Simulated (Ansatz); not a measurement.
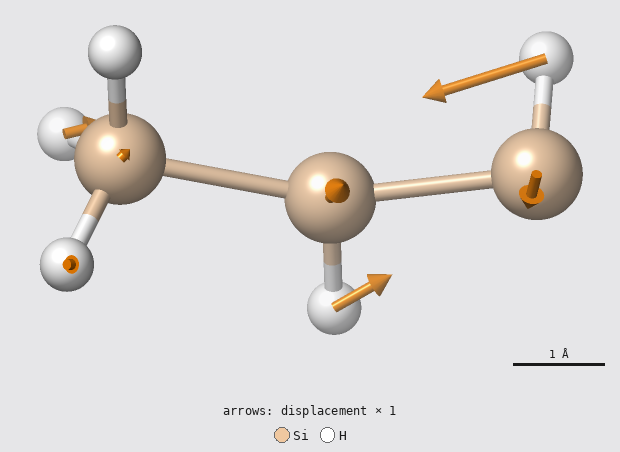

This is a relaxation of Si3H5 (charge +1). The starting structure is drawn; orange arrows show the displacements, at their true length. The two geometries are superimposed by the best rigid fit.

Style: ball-and-stick. Shown at a tilt.

These are results of RKS PBE0-D4/def2-TZVP in Ansatz 0.2.0, not measurements. Set-up: force threshold 0.005 eV/Å; at most 200 steps.

Atoms of which element are displaced furthest, and by how much?

Answer. Hydrogen: up to 1.44 Å, against 0.58 Å for silicon.

What did the optimiser do to the structure, and how much energy did it gain?

Answer. After 25 accepted moves (26 points after the start) the energy has fallen by 0.988 eV. The largest force component goes from 0.66 to 0.0035 eV/Å. The line search rejected the trial step at point 23 of the run. The atom that moves furthest after the best rigid fit is an H atom (1.44 Å). Largest moves by element: H 1.44 Å, Si 0.58 Å. Near-neighbour distances that change, for instance: H–Si 2.900 → 1.653 Å, H–Si 2.886 → 1.733 Å, H–Si 1.500 → 1.733 Å, H–Si 1.484 → 1.653 Å. Among the angles between lasting bonds that change: Si–Si–H 96.9° → 48.4°, Si–Si–H 96.7° → 51.7°, Si–Si–H 105.0° → 112.3°. The run took 76 s on 2 threads of Arm Neoverse V1, with other jobs on the host.
